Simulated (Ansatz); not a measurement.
**Response to strain in Ga2O3**

Start from Ga2O3 in the corundum structure (space group R-3c, No. 167; a = 5.0577 Å, c = 13.6230 Å (hexagonal axes)). Axes: x lies along a and z along c of the hexagonal cell.

Strains are applied to the cell and any free atomic positions relax.

Calculations: DFT with PBE, PAW potentials and a 420 eV plane-wave cutoff in Ansatz (a first-principles code), no SOC.

Notes on the quantities. pressure: mean of the normal stresses, compression positive.

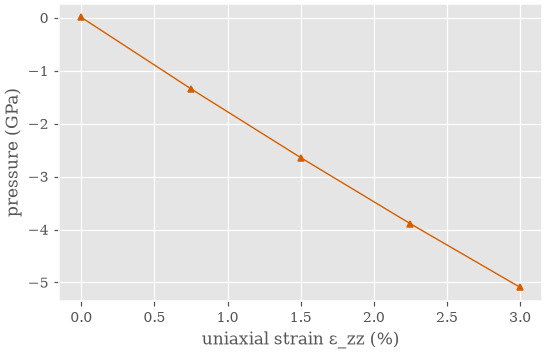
Fig. 1. Pressure against uniaxial strain ε_zz

From the plot, what is the pressure for uniaxial strain ε_zz = +3.00 %?

About -5.1 GPa.

Is the trend monotonic over the range shown?

Yes, it falls throughout, spanning -5.09 GPa to 0.01 GPa.

Stability against distortions was not tested.
